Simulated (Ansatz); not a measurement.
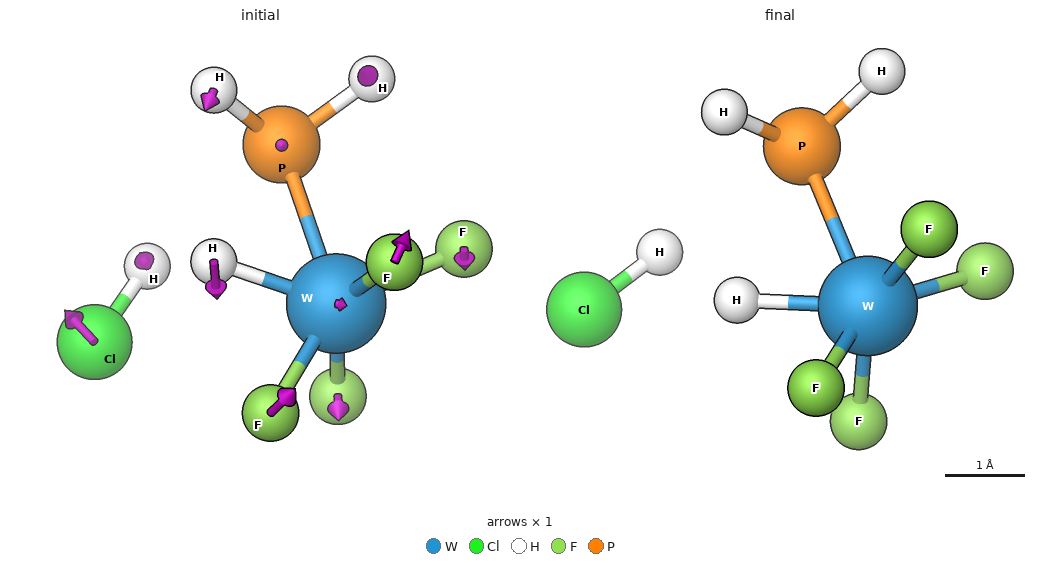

The structure of WPH4ClF4 before (left) and after (right) a relaxation, at one scale. The purple arrows give the displacements, at their true length.

Style: ball-and-stick. Shown at a tilt.

The run prepares an end point of a later path (reaction) calculation, from a guessed geometry.

Computed with Ansatz 0.2.0, RKS B3LYP-D4/def2-SVP. Set-up: no spin polarisation; force threshold 0.03 eV/Å; at most 50 steps.

Q: What changed between the two?

A: The Cl atom moves most after the best rigid fit: 0.73 Å. Largest moves by element: Cl 0.73 Å, H 0.68 Å, F 0.67 Å, W 0.17 Å, P 0.15 Å. Among the contacts that change: Cl–W 3.595 → 4.298 Å, Cl–H 1.336 → 1.294 Å, F–W 1.922 → 1.893 Å, F–W 1.903 → 1.880 Å. Bond angles that change, for instance: H–W–F 110.6° → 83.4°, H–W–F 97.4° → 119.8°, F–W–P 107.5° → 92.7°. Over 15 accepted moves (17 points after the start) the energy falls by 15.3 kJ/mol. The largest force component goes from 1.1 to 0.028 eV/Å. The line search rejected the trial steps at points 4, 10 of the run.

Limits of the set-up: the start holds two separate molecules, 2.6 Å apart at their closest, whose relative position is a soft coordinate.
